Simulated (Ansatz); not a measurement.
# Geometry relaxation of CH$_{7}$ClSi$_{2}$

CH$_{7}$ClSi$_{2}$, SMILES [SiH3][SiH2]CCl, computed with RKS PBE-D4/def2-SVP (Ansatz 0.2.0).

The geometry: force-field start.

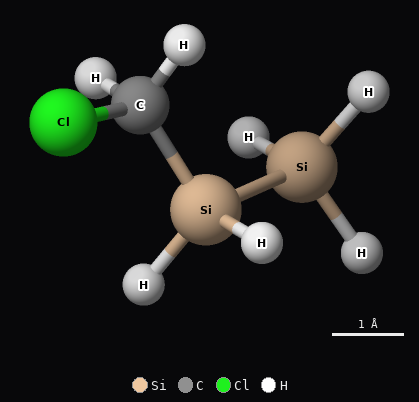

Figure 1. The starting structure (ball-and-stick view, seen at a tilt). Bond lengths as drawn: C–Cl 1.74 Å, C–H 1.10 to 1.13 Å, C–Si 1.81 Å, H–Si 1.45 to 1.55 Å and Si–Si 2.29 Å.

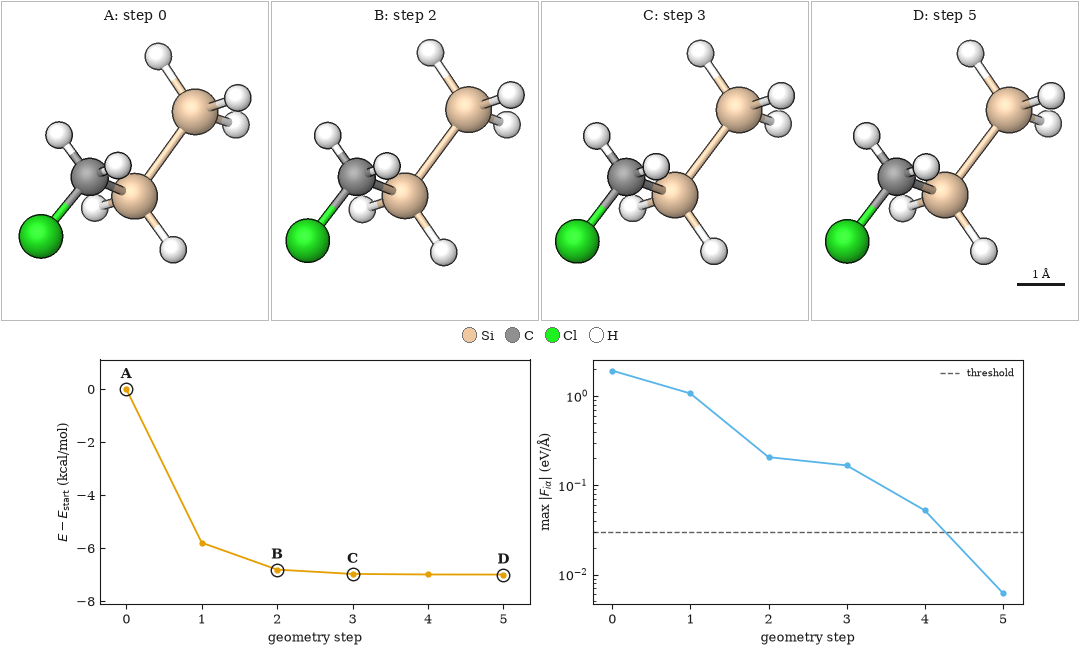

Figure 2. Frames of the relaxation (ball-and-stick view, seen at a tilt) above the curves, on which the letters mark them (the first geometry is step 0 here and step 1 in the log).

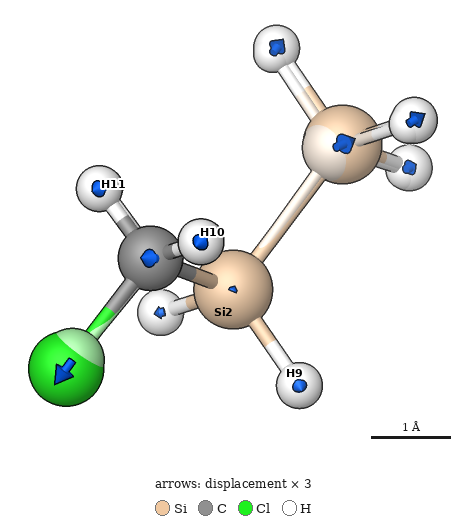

Figure 3. Start (faint) and end (solid) with the displacements as blue arrows, magnified 3 times (ball-and-stick view, seen at a tilt). The two geometries are laid on each other by the best rigid fit. Over 5 geometry steps the energy falls by 6.99 kcal/mol. The largest force component goes from 1.9 to 0.0062 eV/Å. Cl4 moves most after the best rigid fit: 0.14 Å. Largest moves by element: Cl 0.14 Å, Si 0.13 Å, C 0.10 Å, H 0.10 Å. Among the contacts that change: Si2–C3 1.812 → 1.910 Å, Si1–Si2 2.287 → 2.358 Å, C3–Cl4 1.742 → 1.808 Å, Si2–H8 1.451 → 1.504 Å. Among the angles that change: Si1–Si2–C3 105.9° → 109.7°, H10–C3–H11 105.0° → 107.9°, Si2–C3–Cl4 113.1° → 110.5°. (Atoms are counted from 1 in the order of the input.)

These pictures come from the run below.

## The input
```yaml
crystal:
  periodic: [false, false, false]
  atoms:
    - {symbol: Si, position_ang: [0.056600, 1.769000, -0.003800]}
    - {symbol: Si, position_ang: [-0.755000, -0.354700, -0.256000]}
    - {symbol: C, position_ang: [0.599300, -1.462400, 0.216200]}
    - {symbol: Cl, position_ang: [0.188300, -3.148300, 0.065200]}
    - {symbol: H, position_ang: [-1.042800, 2.789300, -0.403900]}
    - {symbol: H, position_ang: [0.416800, 2.067200, 1.393200]}
    - {symbol: H, position_ang: [1.224600, 2.031600, -0.877900]}
    - {symbol: H, position_ang: [-1.906600, -0.539900, 0.607200]}
    - {symbol: H, position_ang: [-1.157700, -0.562100, -1.628200]}
    - {symbol: H, position_ang: [1.514500, -1.330900, -0.382200]}
    - {symbol: H, position_ang: [0.927500, -1.315700, 1.290800]}
basis:
  gaussian: {orbitals: def2-SVP}
hamiltonian: {xc: pbe, dispersion: d4}
relax: {f_tol: 0.03, max_steps: 200}
```

Run as:
```bash
ansatz run in.yaml --threads 4 --pin off --events-out ev --progress --plain --max-ram 10444MiB
```

## Output
```
Functional definition: PBE
  name "PBE"
  cite "Perdew, Burke & Ernzerhof, Phys. Rev. Lett. 77, 3865 (1996) doi:10.1103/PhysRevLett.77.3865"
  parent pbe
  parameter kappa = 0.804
  parameter beta = 0.06672455060314922
  exchange = pbe_x(kappa = kappa, mu = beta*pi^2/3)
  correlation = pbe_c(beta = beta)
1151 factors; their error is unknown
mean field evaluation 1: about -29398.6414 eV, gradient 4.4e1 eV
mean field evaluation 2: about -29391.3555 eV, gradient 6.6e1 eV
mean field evaluation 4: about -29403.6151 eV, gradient 1.9e0 eV
mean field evaluation 8: about -29403.6273 eV, gradient 3.0e-2 eV
mean field evaluation 16: about -29403.5410 eV, gradient 3.3e-5 eV
mean field -29403.54096931 eV, -1080.5602001862 hartree, gradient 3.3e-5 eV, S^2 0.000000; 0 other end points of the search recorded, 0 dependent functions left out
the calculation of the forces begins
reference -29403.54100718 eV, -1080.5602015778 hartree; 29, 29 occupied and 74, 74 virtual orbitals, 1151 factors
relax step   1: F+E_penalty+E_count = -29403.80154219 eV  Δ(F+E_penalty+E_count) = +0.000e0 eV  max|allowed force component| = 1.926e0 eV/Å  Δτ_max = 0.0000 Å  (25 SCF iters, accepted)
these checks for a lower state are left out or cut short: starts, cluster_reference, orbital_swaps, neighbouring_geometries, increment
1151 factors; their error is unknown
mean field -29403.79954276 eV, -1080.5697025851 hartree, gradient 1.9e-5 eV, S^2 0.000000; 0 other end points of the search recorded, 0 dependent functions left out
the calculation of the forces begins
reference -29403.79958074 eV, -1080.5697039810 hartree; 29, 29 occupied and 74, 74 virtual orbitals, 1151 factors
relax step   2: F+E_penalty+E_count = -29404.05255045 eV  Δ(F+E_penalty+E_count) = -2.510e-1 eV  max|allowed force component| = 1.069e0 eV/Å  Δτ_max = 0.1237 Å  (26 SCF iters, accepted)
these checks for a lower state are left out or cut short: starts, cluster_reference, orbital_swaps, neighbouring_geometries, increment
1151 factors; their error is unknown
mean field -29403.84400916 eV, -1080.5713366954 hartree, gradient 1.5e-5 eV, S^2 0.000000; 0 other end points of the search recorded, 0 dependent functions left out
the calculation of the forces begins
reference -29403.84404728 eV, -1080.5713380961 hartree; 29, 29 occupied and 74, 74 virtual orbitals, 1151 factors
relax step   3: F+E_penalty+E_count = -29404.09650283 eV  Δ(F+E_penalty+E_count) = -4.395e-2 eV  max|allowed force component| = 2.068e-1 eV/Å  Δτ_max = 0.0630 Å  (26 SCF iters, accepted)
these checks for a lower state are left out or cut short: starts, cluster_reference, orbital_swaps, neighbouring_geometries, increment
1151 factors; their error is unknown
mean field evaluation 32: about -29403.9373 eV, gradient 9.8e-1 eV
mean field -29403.85190181 eV, -1080.5716267450 hartree, gradient 1.8e-5 eV, S^2 0.000000; 0 other end points of the search recorded, 0 dependent functions left out
the calculation of the forces begins
reference -29403.85193997 eV, -1080.5716281470 hartree; 29, 29 occupied and 74, 74 virtual orbitals, 1151 factors
relax step   4: F+E_penalty+E_count = -29404.10361288 eV  Δ(F+E_penalty+E_count) = -7.110e-3 eV  max|allowed force component| = 1.670e-1 eV/Å  Δτ_max = 0.0358 Å  (27 SCF iters, accepted)
these checks for a lower state are left out or cut short: starts, cluster_reference, orbital_swaps, neighbouring_geometries, increment
1151 factors; their error is unknown
mean field -29403.85266563 eV, -1080.5716548146 hartree, gradient 1.8e-5 eV, S^2 0.000000; 0 other end points of the search recorded, 0 dependent functions left out
the calculation of the forces begins
reference -29403.85270379 eV, -1080.5716562172 hartree; 29, 29 occupied and 74, 74 virtual orbitals, 1151 factors
relax step   5: F+E_penalty+E_count = -29404.10447753 eV  Δ(F+E_penalty+E_count) = -8.647e-4 eV  max|allowed force component| = 5.231e-2 eV/Å  Δτ_max = 0.0117 Å  (27 SCF iters, accepted)
these checks for a lower state are left out or cut short: starts, cluster_reference, orbital_swaps, neighbouring_geometries, increment
1151 factors; their error is unknown
mean field -29403.85277130 eV, -1080.5716586980 hartree, gradient 1.4e-5 eV, S^2 0.000000; 0 other end points of the search recorded, 0 dependent functions left out
the calculation of the forces begins
reference -29403.85280948 eV, -1080.5716601012 hartree; 29, 29 occupied and 74, 74 virtual orbitals, 1151 factors
relax step   6: F+E_penalty+E_count = -29404.10461128 eV  Δ(F+E_penalty+E_count) = -1.338e-4 eV  max|allowed force component| = 6.190e-3 eV/Å  Δτ_max = 0.0031 Å  (21 SCF iters, accepted)
1151 factors; their error is unknown
mean field evaluation 64: about -29403.8528 eV, gradient 2.0e-2 eV
mean field -29403.85277130 eV, -1080.5716586980 hartree, gradient 1.4e-5 eV, S^2 0.000000; 1 other end points of the search recorded, 0 dependent functions left out
the calculation of the forces begins
reference -29403.85280948 eV, -1080.5716601012 hartree; 29, 29 occupied and 74, 74 virtual orbitals, 1151 factors
Total energy: -29404.10464946 eV, -1080.5809150499 hartree
Atom 0 at     0.017095     1.889400    -0.015152 Å, force    -0.001659     0.000957    -0.000776 eV/Å
Atom 1 at    -0.737156    -0.332657    -0.249522 Å, force     0.006190    -0.001983     0.002786 eV/Å
Atom 2 at     0.657004    -1.541098     0.242842 Å, force     0.000917     0.000076    -0.000459 eV/Å
Atom 3 at     0.101032    -3.252422     0.066998 Å, force    -0.001377     0.004318     0.000093 eV/Å
Atom 4 at    -1.064551     2.859484    -0.409556 Å, force     0.000024     0.000684     0.000336 eV/Å
Atom 5 at     0.409740     2.160466     1.413881 Å, force     0.000820    -0.000410     0.000762 eV/Å
Atom 6 at     1.220150     2.127445    -0.890286 Å, force     0.000887     0.000094    -0.000479 eV/Å
Atom 7 at    -1.926401    -0.571363     0.639898 Å, force     0.000732    -0.002924    -0.000220 eV/Å
Atom 8 at    -1.130364    -0.597122    -1.677065 Å, force     0.001701    -0.002520     0.000958 eV/Å
Atom 9 at     1.551588    -1.407398    -0.397827 Å, force    -0.003148     0.000607    -0.003775 eV/Å
Atom 10 at     0.967364    -1.391635     1.296389 Å, force    -0.005087     0.001102     0.000775 eV/Å
Dipole moment:     0.142555     0.242919     0.046962 e Å
```

## Trajectory as extended XYZ (Å, eV, eV/Å), 6 frames, from step=1 to step=6
```
11
Properties=species:S:1:pos:R:3:forces:R:3 step=1 energy=-29403.80154
Si    0.0566    1.7690   -0.0038   -0.9057   1.2091  -0.4669
Si   -0.7550   -0.3547   -0.2560   -0.3476   0.9650  -0.0240
C     0.5993   -1.4624    0.2162    1.9265  -0.2939   1.4422
Cl    0.1883   -3.1483    0.0652   -0.5552  -1.6837  -0.1729
H    -1.0428    2.7893   -0.4039    0.4671  -0.4141   0.1602
H     0.4168    2.0672    1.3932    0.2078   0.0571   0.5779
H     1.2246    2.0316   -0.8779    0.3816   0.0178  -0.2267
H    -1.9066   -0.5399    0.6072   -0.7873  -0.1889   0.6231
H    -1.1577   -0.5621   -1.6282   -0.2824  -0.2254  -1.0927
H     1.5145   -1.3309   -0.3822    0.1602   0.3699  -0.2027
H     0.9275   -1.3157    1.2908   -0.2651   0.1871  -0.6173
11
Properties=species:S:1:pos:R:3:forces:R:3 step=2 energy=-29404.05255
Si    0.0082    1.8817   -0.0195   -0.0865   0.1109  -0.0810
Si   -0.7107   -0.3454   -0.2400   -0.5253   0.5496  -0.1652
C     0.6237   -1.5538    0.2278    1.0690   0.1120   0.6290
Cl    0.1322   -3.2511    0.0582   -0.2473  -0.4994  -0.0693
H    -1.0621    2.8820   -0.4138    0.0925  -0.1914   0.0400
H     0.3998    2.1427    1.4022    0.0554   0.0597   0.1489
H     1.2077    2.1071   -0.8923    0.0992   0.0475  -0.0534
H    -1.8915   -0.5565    0.6395   -0.2527  -0.0702   0.1843
H    -1.1213   -0.5792   -1.6478   -0.0986  -0.0797  -0.3418
H     1.5373   -1.4008   -0.3796    0.0152   0.0263  -0.1091
H     0.9422   -1.3837    1.2857   -0.1208  -0.0654  -0.1824
11
Properties=species:S:1:pos:R:3:forces:R:3 step=3 energy=-29404.09650
Si    0.0376    1.8770   -0.0091   -0.0183  -0.0842  -0.0004
Si   -0.7533   -0.3411   -0.2550    0.0042   0.0773  -0.0005
C     0.6480   -1.5344    0.2389    0.1274   0.2068   0.0090
Cl    0.1192   -3.2408    0.0651   -0.0168  -0.1978  -0.0033
H    -1.0600    2.8192   -0.4106   -0.0153   0.1095  -0.0052
H     0.4343    2.1611    1.4197   -0.0403  -0.0326  -0.0452
H     1.2440    2.1257   -0.8815   -0.0544  -0.0311   0.0070
H    -1.9468   -0.5831    0.6361    0.0726   0.0310  -0.0316
H    -1.1609   -0.6055   -1.6837    0.0473   0.0286   0.0714
H     1.5492   -1.3737   -0.3903   -0.0679  -0.0532  -0.0153
H     0.9544   -1.3612    1.2910   -0.0386  -0.0543   0.0141
11
Properties=species:S:1:pos:R:3:forces:R:3 step=4 energy=-29404.10361
Si    0.0192    1.8894   -0.0152    0.0189  -0.0392   0.0093
Si   -0.7366   -0.3349   -0.2492   -0.0277   0.0124  -0.0077
C     0.6546   -1.5487    0.2416    0.0720   0.1670   0.0071
Cl    0.1088   -3.2551    0.0643   -0.0242  -0.0855  -0.0080
H    -1.0644    2.8547   -0.4119   -0.0096   0.0146  -0.0031
H     0.4111    2.1626    1.4145   -0.0037  -0.0012  -0.0139
H     1.2231    2.1272   -0.8906   -0.0099   0.0006   0.0064
H    -1.9275   -0.5688    0.6422    0.0231  -0.0028  -0.0150
H    -1.1381   -0.5922   -1.6777    0.0161  -0.0055   0.0279
H     1.5532   -1.4019   -0.3928   -0.0369  -0.0313  -0.0011
H     0.9621   -1.3893    1.2953   -0.0181  -0.0291  -0.0018
11
Properties=species:S:1:pos:R:3:forces:R:3 step=5 energy=-29404.10448
Si    0.0181    1.8905   -0.0151   -0.0038   0.0015  -0.0016
Si   -0.7368   -0.3311   -0.2486    0.0078  -0.0296   0.0009
C     0.6560   -1.5418    0.2425   -0.0476   0.0019  -0.0160
Cl    0.1018   -3.2533    0.0650   -0.0036   0.0096  -0.0005
H    -1.0649    2.8585   -0.4107    0.0013   0.0033   0.0012
H     0.4101    2.1624    1.4140    0.0003  -0.0002   0.0003
H     1.2210    2.1286   -0.8903    0.0000  -0.0007  -0.0002
H    -1.9249   -0.5727    0.6413   -0.0044   0.0043   0.0003
H    -1.1291   -0.5993   -1.6756   -0.0034   0.0059  -0.0034
H     1.5493   -1.4063   -0.3967    0.0407   0.0017  -0.0334
H     0.9648   -1.3925    1.2948    0.0127   0.0024   0.0523
11
Properties=species:S:1:pos:R:3:forces:R:3 step=6 energy=-29404.10461
Si    0.0171    1.8894   -0.0152   -0.0017   0.0010  -0.0008
Si   -0.7372   -0.3327   -0.2495    0.0062  -0.0020   0.0028
C     0.6570   -1.5411    0.2428    0.0009   0.0001  -0.0005
Cl    0.1010   -3.2524    0.0670   -0.0014   0.0043   0.0001
H    -1.0646    2.8595   -0.4096    0.0000   0.0007   0.0003
H     0.4097    2.1605    1.4139    0.0008  -0.0004   0.0008
H     1.2202    2.1274   -0.8903    0.0009   0.0001  -0.0005
H    -1.9264   -0.5714    0.6399    0.0007  -0.0029  -0.0002
H    -1.1304   -0.5971   -1.6771    0.0017  -0.0025   0.0010
H     1.5516   -1.4074   -0.3978   -0.0031   0.0006  -0.0038
H     0.9674   -1.3916    1.2964   -0.0051   0.0011   0.0008
```

## Summary

- outcome: converged
- total energy: −29404.1046 eV
- mean-field energy: −29403.8528 eV
- dispersion energy: −0.2518 eV
- SCF solution under orbital rotations: stable
- largest force (length of the vector) at the end: 0.007 eV/Å
- dipole moment: 1.37 D
- hardware: 4 threads of Arm Neoverse V2, 23 GiB of memory available, shared host
- wall time: 6.5 s (CPU time 22 s)
- peak memory: 0.15 GiB
